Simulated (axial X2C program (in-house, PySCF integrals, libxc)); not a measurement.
**SC⁺: bond curves with and without spin–orbit coupling**

Aim: find the lowest determinant of SC⁺, scan the bond at several levels and fit the constants, once spin-free and once with spin–orbit coupling.

Program: an in-house X2C program for linear molecules on PySCF integrals. Level of theory: all-electron X2C, S dyall-av3z, C dyall-v3z. These are calculated values, not measurements.

## (1) The job

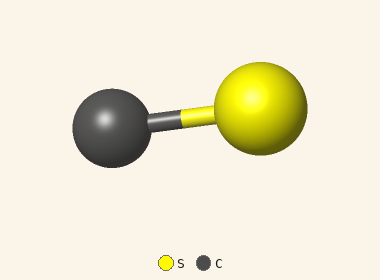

The two atoms at 1.610 Å (sulfur yellow, carbon dark grey).

The input, task.json:

```json
{"zs": [16, 6], "q": 1, "bas": ["dyall-av3z", "dyall-v3z"], "levels": ["PBE0", "HF", "r2SCAN"], "cc": true, "r0": 1.61, "thr": -2.0, "nmax": 90, "npts": 10, "nst": 2, "ntry": 6}
```

Keys: zs atomic numbers; q charge; bas basis sets; levels methods (HF also brings MP2); cc coupled cluster on or off; r0 starting distance in Å; thr threshold in hartree for freezing inner shells (an s shell follows its p shell); nmax most natural virtual spinors; npts points asked for on the curve; nst determinants followed; ntry starts of the search.

On the command line:

```
python so2c.py task.json out
```

Spin-free means the one-electron spin-free X2C Hamiltonian; two-component (2c) means X2C with spin–orbit coupling and atomic mean-field two-electron Coulomb and Gaunt terms. Basis: S dyall-av3z contracted to [9s8p3d2f], C dyall-v3z contracted to [7s6p2d1f]; Gaussian nuclei, density fitting. Masses: S 31.972 u, C 12.000 u.

Notation: σ, π±, δ± give the projection m of an orbital's angular momentum (0, ±1, ±2), α and β its spin, Λ and M_S the sums; ω is the projection of a spinor's total angular momentum and Ω the sum. Logs are in hartree.

The results follow Hamiltonian by Hamiltonian and level by level.

## (2) State search with PBE0

PBE0 moves the distance from 1.610 Å to 1.492 Å and compares determinants there.

Spin-free determinants:

```
ΔE (eV)             state                                  open shells
   0.00  M_S = 1/2, Λ = 0                     beyond closed shells: σα
   1.95  M_S = 1/2, Λ = 1          beyond closed shells: π+α, π+β, π-α
   4.38  M_S = 3/2, Λ = 2  beyond closed shells: σα, 2 × π+α, π+β, π-α
   4.38  M_S = 3/2, Λ = 0  beyond closed shells: σα, π+α, π+β, 2 × π-α
   5.21  M_S = 1/2, Λ = 2  beyond closed shells: σα, 2 × π+α, π+β, π-β
```

Two-component determinants:

```
ΔE (eV)    state                                 open shells
   0.00  Ω = 1/2               excess of +ω over −ω: ω = 1/2
   1.93  Ω = 3/2               excess of +ω over −ω: ω = 3/2
   4.37  Ω = 7/2  excess of +ω over −ω: ω = 1/2, 2 × ω = 3/2
   4.41  Ω = 3/2               excess of +ω over −ω: ω = 3/2
   5.24  Ω = 5/2  excess of +ω over −ω: 2 × ω = 1/2, ω = 3/2
```

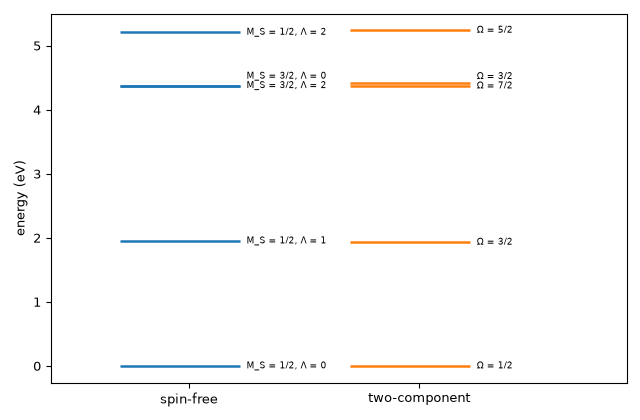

The determinants found, each set from its own lowest.

## (3) PBE0, spin-free

State followed: M_S = 1/2, Λ = 0 (beyond closed shells: σα). The scan is laid around 1.492 Å, a first estimate of the minimum, and this SCF restarts from the orbitals of the search.

The SCF at the reference distance of 1.492 Å:

```text
spin-free X2C-1e  PBE0
basis functions 104  fitting functions 573  grid points 4350
iter        total energy     max residual
   1       -436.750110227     1.60e-05
   2       -436.750110218     3.16e-05
   3       -436.750110230     8.23e-06
   4       -436.750110231     1.82e-06
converged
one-electron -661.98821071  Coulomb 221.81175734  exact exchange -7.48403202  xc functional -23.13856067  nuclear repulsion 34.04893582
```

Along the bond, energies from the lowest point:

| R (Å) | E (eV) | μ (D) | HOMO (eV) | LUMO (eV) | iterations |
| --- | --- | --- | --- | --- | --- |
| 1.298 | 1.7268 | 0.22 | -19.54 | -12.85 | 11 |
| 1.358 | 0.7128 | 0.34 | -19.15 | -13.05 | 11 |
| 1.403 | 0.2768 | 0.43 | -18.89 | -13.18 | 10 |
| 1.447 | 0.0551 | 0.52 | -18.64 | -13.31 | 12 |
| 1.492 | 0.0000 | 0.61 | -18.41 | -13.43 | 4 |
| 1.544 | 0.0958 | 0.71 | -18.17 | -13.56 | 12 |
| 1.596 | 0.3171 | 0.81 | -17.95 | -13.66 | 13 |
| 1.664 | 0.7232 | 0.92 | -17.72 | -13.74 | 13 |
| 1.746 | 1.3172 | 1.03 | -17.51 | -13.79 | 13 |
| 1.865 | 2.2308 | 1.10 | -17.05 | -13.82 | 13 |

Dipoles are positive if C is the positive end and refer to the centre of mass.

Outer orbitals at the reference distance:

```
symmetry  occupied  ε (eV)           atomic character
      σα       yes  -32.68  42% S s, 29% C s, 15% C p
      σβ       yes  -32.15  47% S s, 24% C s, 18% C p
      σα       yes  -23.68  31% S p, 25% S s, 25% C s
      σβ       yes  -22.52  48% S p, 26% S s, 17% C s
      σα       yes  -19.63  50% C p, 27% S p, 10% C s
     π+α       yes  -18.69   48% S p, 44% C p, 3% S d
     π-α       yes  -18.69   48% S p, 44% C p, 3% S d
     π-β       yes  -18.41   63% S p, 31% C p, 4% C d
     π+β       yes  -18.41   63% S p, 31% C p, 4% C d
      σβ        no  -13.43  48% C p, 24% C s, 14% S p
     π+α        no  -10.85  40% S p, 35% C p, 16% S d
     π-α        no  -10.85  40% S p, 35% C p, 16% S d
     π+β        no   -9.95  45% C p, 26% S p, 21% S d
```

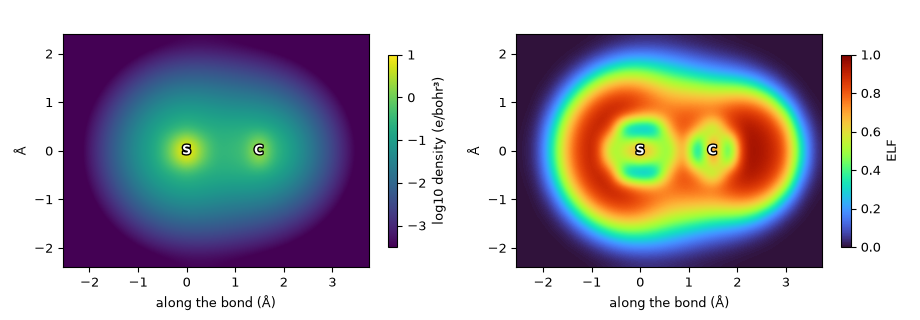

PBE0 fields in a plane through the axis, from a grid of 0.3 Å; S lies at z = 0 and C at z = 1.492 Å; the ELF is damped to zero where the density is low.

Re = 1.487 Å, ωe = 1433 cm⁻¹, ωexe = 8.37 cm⁻¹, Be = 0.874 cm⁻¹, De = 6.29 eV, μ = 0.60 D.

## (4) HF, spin-free

Output at 1.492 Å:

```text
spin-free X2C-1e  HF
basis functions 104  fitting functions 573  grid points 4350
iter        total energy     max residual
   1       -436.063645607     7.80e-02
   2       -436.078658704     9.81e-03
   3       -436.081193008     1.02e-02
   4       -436.082701915     7.20e-03
   5       -436.084614453     6.27e-03
   6       -436.087978139     5.73e-03
   7       -436.093285708     4.99e-03
   8       -436.093810380     2.84e-03
   9       -436.094512714     1.98e-04
  10       -436.094513631     7.34e-05
  11       -436.094513787     6.49e-05
  12       -436.094513973     3.55e-05
  13       -436.094514064     1.76e-06
  14       -436.094514064     1.68e-06
converged
one-electron -661.66062428  Coulomb 221.59591213  exact exchange -30.07873774  xc functional 0.00000000  nuclear repulsion 34.04893582
```

Re = 1.509 Å, ωe = 1252 cm⁻¹, ωexe = 6 cm⁻¹, Be = 0.8481 cm⁻¹, De = 3.47 eV, μ = 0.71 D. ⟨S²⟩ = 1.53 against 0.75 for a pure state, so this determinant mixes spins.

## (5) r2SCAN, spin-free

The SCF at the reference distance of 1.492 Å:

```text
spin-free X2C-1e  r2SCAN
basis functions 104  fitting functions 573  grid points 4350
iter        total energy     max residual
   1       -436.892072910     2.22e-02
   2       -436.893107840     1.58e-03
   3       -436.892841224     5.35e-03
   4       -436.893121816     1.55e-03
   5       -436.893149228     1.77e-04
   6       -436.893150727     1.57e-04
   7       -436.893151914     6.19e-05
   8       -436.893152316     1.91e-05
   9       -436.893152326     6.45e-07
  10       -436.893152326     3.41e-07
converged
one-electron -662.01631014  Coulomb 221.85348544  exact exchange 0.00000000  xc functional -30.77926344  nuclear repulsion 34.04893582
```

Re = 1.493 Å, ωe = 1410 cm⁻¹, ωexe = 8.53 cm⁻¹, Be = 0.8672 cm⁻¹, De = 6.43 eV, μ = 0.64 D.

## (6) Correlated methods, spin-free

Correlated methods: 9 electrons correlated (frozen shells, counted by type: S 2 s, 1 p; C 1 s), 173 virtual spinors in MP2, 90 natural virtuals in coupled cluster.

Output of the correlated part at 1.492 Å:

```text
correlated 9  virtual 173  natural virtual 90  E(MP2) -0.225898704  MP2 remainder -0.003597189
iter   CCSD correlation   residual
   1     -0.238419590   1.36e-01
   2     -0.251092867   8.49e-02
   3     -0.261864910   5.94e-02
   4     -0.269130700   3.26e-02
   5     -0.269968639   9.96e-03
   6     -0.270347450   4.66e-03
   7     -0.270370572   2.37e-03
   8     -0.270310662   8.99e-04
   9     -0.270321001   3.25e-04
  10     -0.270315385   1.08e-04
  11     -0.270316185   3.45e-05
  12     -0.270316234   1.31e-05
  13     -0.270316651   5.65e-06
  14     -0.270316939   2.52e-06
  15     -0.270317110   1.28e-06
  16     -0.270317188   6.40e-07
  17     -0.270317207   3.21e-07
(T) -0.017034561  T1 0.1192  D1 0.1743  max T2 0.106
```

T1 in the output is the amplitude norm over the root of the electron number; divide by √2 for the Lee–Taylor value.

MP2: No constants are quoted: the reference is strongly spin-contaminated.

CCSD: Re = 1.488 Å, ωe = 1441 cm⁻¹, ωexe = 7.99 cm⁻¹, Be = 0.8721 cm⁻¹, De = 5.49 eV. T1 at Re = 0.084 (Lee–Taylor, the printed value over √2).

CCSD(T): Re = 1.492 Å, ωe = 1435 cm⁻¹, ωexe = 7.69 cm⁻¹, Be = 0.8675 cm⁻¹, De = 5.80 eV. T1 at Re = 0.084 (Lee–Taylor, the printed value over √2).

## (7) A higher determinant, spin-free

State: M_S = 1/2, Λ = 1 (beyond closed shells: π+α, π+β, π-α).

Output at the reference distance:

```text
spin-free X2C-1e  PBE0
basis functions 104  fitting functions 573  grid points 4350
iter        total energy     max residual
   1       -436.678399089     2.44e-06
   2       -436.678399089     2.21e-06
converged
one-electron -661.47734440  Coulomb 221.37930412  exact exchange -7.49016670  xc functional -23.13912794  nuclear repulsion 34.04893582
```

| R (Å) | E above the lowest PBE0 point (eV) |
| --- | --- |
| 1.298 | 5.459 |
| 1.358 | 3.854 |
| 1.403 | 3.000 |
| 1.447 | 2.382 |
| 1.492 | 1.951 |
| 1.544 | 1.639 |
| 1.596 | 1.486 |
| 1.664 | 1.464 |
| 1.746 | 1.625 |

No constants are quoted: too few points lie around the minimum for a second fit to confirm the first.

## (8) The spin-free curves together

Energy (eV) of the followed determinant, spin-free, from each level's lowest point:

```csv
R (Å),PBE0,HF,MP2 (spin-contaminated),CCSD,CCSD(T),r2SCAN
1.298,1.727,1.789,1.296,n/a,n/a,1.802
1.358,0.713,0.794,0.401,0.743,0.787,0.764
1.403,0.277,0.352,0.092,0.292,0.320,0.311
1.447,0.055,0.103,0.000,0.061,0.074,0.072
1.492,0.000,0.000,0.058,0.000,0.000,0.000
1.544,0.096,0.021,0.250,0.092,0.080,0.076
1.596,0.317,0.153,0.532,0.313,0.292,0.279
1.664,0.723,0.440,0.979,0.724,0.695,0.661
1.746,1.317,0.901,1.598,n/a,n/a,1.229
1.865,2.231,1.675,2.565,n/a,n/a,2.110
```

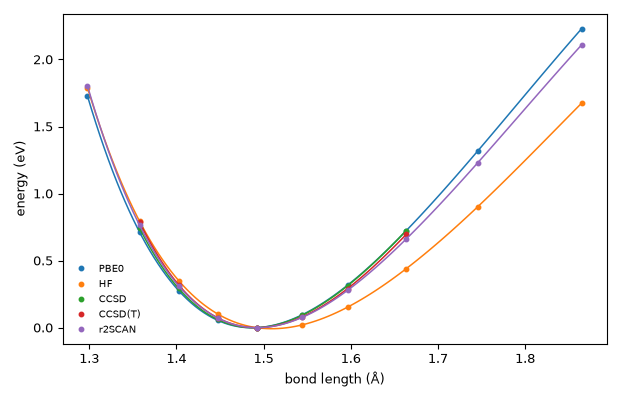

Curves of the followed state, spin-free, each from its own lowest point. Left out: MP2.

## (9) PBE0, 2c

State followed: Ω = 1/2 (excess of +ω over −ω: ω = 1/2). The scan is laid around 1.492 Å, a first estimate of the minimum, and this SCF restarts from the orbitals of the search.

Output at 1.492 Å:

```text
two-component X2C + atomic mean field  PBE0
basis functions 104  fitting functions 573  grid points 4350
iter        total energy     max residual
   1       -436.688507959     2.50e-05
   2       -436.688507986     1.36e-05
   3       -436.688507993     8.51e-06
   4       -436.688507995     1.00e-05
   5       -436.688507997     1.01e-06
converged
one-electron -661.82622676  Coulomb 221.76727793  exact exchange -7.48257084  xc functional -23.13399727  nuclear repulsion 34.04893582  atomic mean-field constant -0.06192687
```

Along the bond, energies from the lowest point:

```csv
R (Å),E (eV),μ (D),HOMO (eV),LUMO (eV),iterations
1.298,1.7292,0.21,-19.52,-12.85,11
1.358,0.7142,0.34,-19.13,-13.04,11
1.403,0.2777,0.43,-18.87,-13.18,9
1.447,0.0555,0.52,-18.62,-13.31,12
1.492,0.0000,0.61,-18.39,-13.43,5
1.544,0.0954,0.71,-18.15,-13.56,12
1.596,0.3163,0.81,-17.93,-13.66,13
1.664,0.7220,0.92,-17.70,-13.74,13
1.746,1.3156,1.02,-17.50,-13.79,15
1.865,2.2287,1.09,-17.04,-13.82,13
```

Dipoles are positive if C is the positive end and refer to the centre of mass.

Outer spinors at the reference distance:

```json
{"ω": "1/2", "occupied": "yes", "ε (eV)": "-32.68", "atomic character": "42% S s, 29% C s, 15% C p", "λ mixture": "100% σ"}
{"ω": "-1/2", "occupied": "yes", "ε (eV)": "-32.15", "atomic character": "47% S s, 24% C s, 18% C p", "λ mixture": "100% σ"}
{"ω": "1/2", "occupied": "yes", "ε (eV)": "-23.67", "atomic character": "31% S p, 25% S s, 25% C s", "λ mixture": "100% σ"}
{"ω": "-1/2", "occupied": "yes", "ε (eV)": "-22.52", "atomic character": "48% S p, 26% S s, 17% C s", "λ mixture": "100% σ"}
{"ω": "1/2", "occupied": "yes", "ε (eV)": "-19.63", "atomic character": "50% C p, 27% S p, 10% C s", "λ mixture": "100% σ"}
{"ω": "-1/2", "occupied": "yes", "ε (eV)": "-18.70", "atomic character": "49% S p, 44% C p, 3% S d", "λ mixture": "100% π"}
{"ω": "3/2", "occupied": "yes", "ε (eV)": "-18.67", "atomic character": "48% S p, 44% C p, 3% S d", "λ mixture": "100% π"}
{"ω": "1/2", "occupied": "yes", "ε (eV)": "-18.43", "atomic character": "63% S p, 30% C p, 4% C d", "λ mixture": "100% π"}
{"ω": "-3/2", "occupied": "yes", "ε (eV)": "-18.39", "atomic character": "62% S p, 31% C p, 4% C d", "λ mixture": "100% π"}
{"ω": "-1/2", "occupied": "no", "ε (eV)": "-13.43", "atomic character": "48% C p, 24% C s, 14% S p", "λ mixture": "100% σ"}
{"ω": "-1/2", "occupied": "no", "ε (eV)": "-10.86", "atomic character": "39% S p, 36% C p, 16% S d", "λ mixture": "100% π"}
{"ω": "3/2", "occupied": "no", "ε (eV)": "-10.83", "atomic character": "40% S p, 35% C p, 16% S d", "λ mixture": "100% π"}
{"ω": "1/2", "occupied": "no", "ε (eV)": "-9.96", "atomic character": "46% C p, 26% S p, 21% S d", "λ mixture": "100% π"}
```

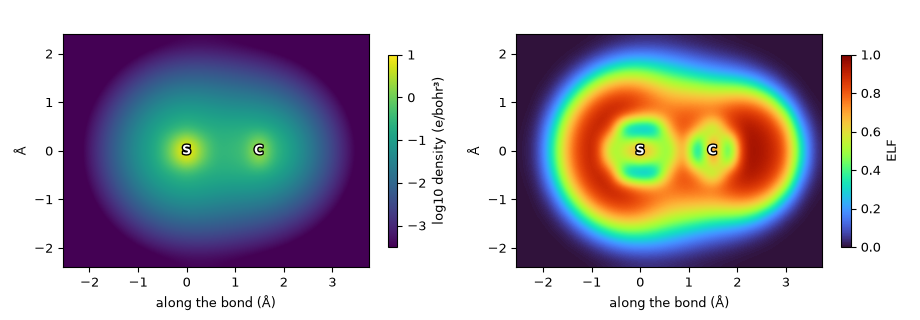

PBE0 fields in a plane through the axis, from a grid of 0.3 Å; S lies at z = 0 and C at z = 1.492 Å; the ELF is damped to zero where the density is low.

Re = 1.487 Å, ωe = 1433 cm⁻¹, ωexe = 8.37 cm⁻¹, Be = 0.8738 cm⁻¹, De = 6.29 eV, μ = 0.60 D.

## (10) HF, 2c

The SCF at the reference distance of 1.492 Å:

```text
two-component X2C + atomic mean field  HF
basis functions 104  fitting functions 573  grid points 4350
iter        total energy     max residual
   1       -436.002223240     7.80e-02
   2       -436.017229329     9.89e-03
   3       -436.019760587     1.02e-02
   4       -436.021267310     7.29e-03
   5       -436.023177234     6.29e-03
   6       -436.026537123     5.77e-03
   7       -436.031857193     5.20e-03
   8       -436.032360751     2.90e-03
   9       -436.033062315     1.92e-04
  10       -436.033063755     1.29e-04
  11       -436.033063857     1.17e-04
  12       -436.033064181     6.92e-05
  13       -436.033064328     3.58e-05
  14       -436.033064413     1.08e-05
  15       -436.033064419     1.17e-05
  16       -436.033064421     1.02e-05
  17       -436.033064427     1.01e-06
  18       -436.033064427     1.94e-07
converged
one-electron -661.49881257  Coulomb 221.55151401  exact exchange -30.07277482  xc functional 0.00000000  nuclear repulsion 34.04893582  atomic mean-field constant -0.06192687
```

Re = 1.509 Å, ωe = 1251 cm⁻¹, ωexe = 6 cm⁻¹, Be = 0.8479 cm⁻¹, De = 3.46 eV, μ = 0.71 D.

## (11) r2SCAN, 2c

The SCF at the reference distance of 1.492 Å:

```text
two-component X2C + atomic mean field  r2SCAN
basis functions 104  fitting functions 573  grid points 4350
iter        total energy     max residual
   1       -436.830404444     2.25e-02
   2       -436.831440691     1.59e-03
   3       -436.831173209     5.37e-03
   4       -436.831454930     1.55e-03
   5       -436.831482164     1.78e-04
   6       -436.831483665     1.58e-04
   7       -436.831484853     6.20e-05
   8       -436.831485255     1.91e-05
   9       -436.831485265     6.47e-07
  10       -436.831485265     3.41e-07
converged
one-electron -661.85428292  Coulomb 221.80896238  exact exchange 0.00000000  xc functional -30.77317368  nuclear repulsion 34.04893582  atomic mean-field constant -0.06192687
```

Re = 1.493 Å, ωe = 1409 cm⁻¹, ωexe = 8.52 cm⁻¹, Be = 0.8671 cm⁻¹, De = 6.43 eV, μ = 0.64 D.

## (12) MP2 and beyond, 2c

Correlated methods: 9 electrons correlated (frozen shells, counted by type: S 2 s, 1 p; C 1 s), 173 virtual spinors in MP2, 90 natural virtuals in coupled cluster.

Output of the correlated part at 1.492 Å:

```text
correlated 9  virtual 173  natural virtual 90  E(MP2) -0.225925036  MP2 remainder -0.003596222
iter   CCSD correlation   residual
   1     -0.238443079   1.36e-01
   2     -0.251114689   8.48e-02
   3     -0.261879869   5.93e-02
   4     -0.269138861   3.25e-02
   5     -0.269976777   9.96e-03
   6     -0.270355009   4.66e-03
   7     -0.270378296   2.37e-03
   8     -0.270318397   8.99e-04
   9     -0.270328723   3.25e-04
  10     -0.270323110   1.08e-04
  11     -0.270323900   3.52e-05
  12     -0.270323937   1.42e-05
  13     -0.270324374   6.89e-06
  14     -0.270324711   3.71e-06
  15     -0.270324926   2.20e-06
  16     -0.270325003   1.22e-06
  17     -0.270324997   6.36e-07
(T) -0.017035186  T1 0.1192  D1 0.1749  max T2 0.106
```

MP2: No constants are quoted: the reference is strongly spin-contaminated.

CCSD: Re = 1.489 Å, ωe = 1441 cm⁻¹, ωexe = 8.06 cm⁻¹, Be = 0.8719 cm⁻¹, De = 5.49 eV. T1 at Re = 0.084 (Lee–Taylor, the printed value over √2).

CCSD(T): Re = 1.493 Å, ωe = 1435 cm⁻¹, ωexe = 7.76 cm⁻¹, Be = 0.8673 cm⁻¹, De = 5.80 eV. T1 at Re = 0.084 (Lee–Taylor, the printed value over √2).

## (13) A higher determinant, 2c

State: Ω = 3/2 (excess of +ω over −ω: ω = 3/2).

Output at the reference distance:

```text
two-component X2C + atomic mean field  PBE0
basis functions 104  fitting functions 573  grid points 4350
iter        total energy     max residual
   1       -436.617520070     2.28e-05
   2       -436.617520085     1.32e-05
   3       -436.617520089     1.53e-05
   4       -436.617520092     4.01e-06
   5       -436.617520093     6.54e-07
converged
one-electron -661.31984593  Coulomb 221.33872810  exact exchange -7.48872983  xc functional -23.13468139  nuclear repulsion 34.04893582  atomic mean-field constant -0.06192687
```

```
R (Å)  E above the lowest PBE0 point (eV)
1.298                               5.440
1.358                               3.836
1.403                               2.981
1.447                               2.362
1.492                               1.932
1.544                               1.619
1.596                               1.466
1.664                               1.444
1.746                               1.604
```

No constants are quoted: too few points lie around the minimum for a second fit to confirm the first.

## (14) The 2c curves together

Energy (eV) of the followed determinant, 2c, from each level's lowest point:

```csv
R (Å),PBE0,HF,MP2 (spin-contaminated),CCSD,CCSD(T),r2SCAN
1.298,1.729,1.791,1.298,n/a,n/a,1.805
1.358,0.714,0.795,0.402,0.745,0.789,0.766
1.403,0.278,0.352,0.092,0.293,0.321,0.312
1.447,0.056,0.103,0.000,0.062,0.074,0.072
1.492,0.000,0.000,0.057,0.000,0.000,0.000
1.544,0.095,0.020,0.250,0.092,0.080,0.076
1.596,0.316,0.153,0.532,0.312,0.291,0.278
1.664,0.722,0.439,0.977,0.723,0.694,0.660
1.746,1.316,0.900,1.596,n/a,n/a,1.228
1.865,2.229,1.674,2.564,n/a,n/a,2.109
```

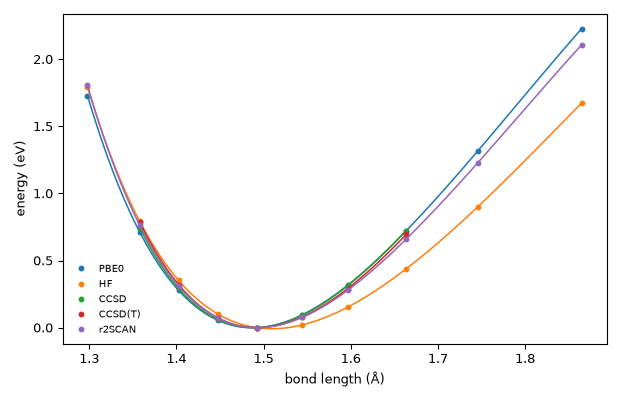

Curves of the followed state, 2c, each from its own lowest point. Left out: MP2.

Time for the job: 81 s (1 thread, shared host).

## (15) Constants

Lowest determinant that the search found at its distance, spin-free: M_S = 1/2, Λ = 0 (beyond closed shells: σα).

Lowest determinant that the search found at its distance, 2c: Ω = 1/2 (excess of +ω over −ω: ω = 1/2).

```csv
Hamiltonian,level,Re (Å),ωe (cm⁻¹),De (eV),μ (D)
spin-free,PBE0,1.487,1433,6.29,0.60
spin-free,HF,1.509,1252,3.47,0.71
spin-free,CCSD,1.488,1441,5.49,n/a
spin-free,CCSD(T),1.492,1435,5.80,n/a
spin-free,r2SCAN,1.493,1410,6.43,0.64
2c,PBE0,1.487,1433,6.29,0.60
2c,HF,1.509,1251,3.46,0.71
2c,CCSD,1.489,1441,5.49,n/a
2c,CCSD(T),1.493,1435,5.80,n/a
2c,r2SCAN,1.493,1409,6.43,0.64
```

Dipoles are positive if C is the positive end and refer to the centre of mass. No constants: spin-free MP2 (the reference is strongly spin-contaminated); 2c MP2 (the reference is strongly spin-contaminated). Spin-free ⟨S²⟩ is off its pure value at HF 1.53.

Time per point (s) on 1 thread, shared host (2c runs; CCSD comes with the CCSD(T) run); the times are rough: PBE0 0.23, HF 0.15, CCSD(T) 3.6, r2SCAN 0.31.

At CCSD(T), going from spin-free to two-component changes Re by 0 mÅ, ωe by 0.0 %; the spin-free picture holds up (part of it comes from the scalar share of the two-electron terms). De moves by 0.00 eV; both De rest on single-determinant atoms, which can miss part of an open shell's spin–orbit lowering.

De refers to S+ + C, each in the lowest determinant found, which need not be this curve's own limit. The state is a single determinant with fixed occupations, the lowest that a limited PBE0 search found. De is counted from the lowest determinant-based energies of the atoms at the same level, without counterpoise correction. Density functionals use the spin component along the axis (collinear). CCSD and (T) use frozen natural virtuals with an MP2 correction for the truncation. The meta-GGAs lack a current-density term, which matters for open shells with orbital currents, atoms included. The spin-free determinant is spin-contaminated at some levels. T1 at Re is 0.084 (Lee–Taylor), above the customary mark of 0.02.
